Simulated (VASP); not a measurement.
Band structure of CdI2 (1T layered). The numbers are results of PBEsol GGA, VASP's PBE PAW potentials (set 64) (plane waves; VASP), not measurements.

Without a dispersion term in the relaxation, distances and binding between the weakly bound layers, chains or molecules are unreliable, and so is what depends on them. Unless said otherwise, spin-orbit coupling is left out, though it shifts the bands of the heavy elements here.

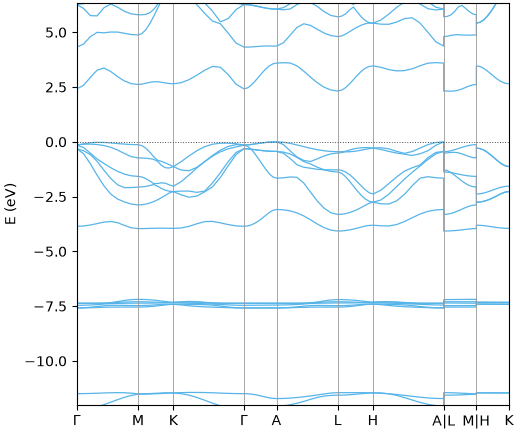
Figure. Bands along high-symmetry lines, zero at the valence-band maximum or, without a gap, the Fermi level

Task: Read the plot: is there a gap, and where are the band edges?

Result: The gap is indirect, 2.31 eV, from the valence maximum at A to the conduction minimum at L-M at 0.22. (Edges off the drawn lines would not show.)

The compound is CdI2 in the 1T layered structure. It was relaxed first.
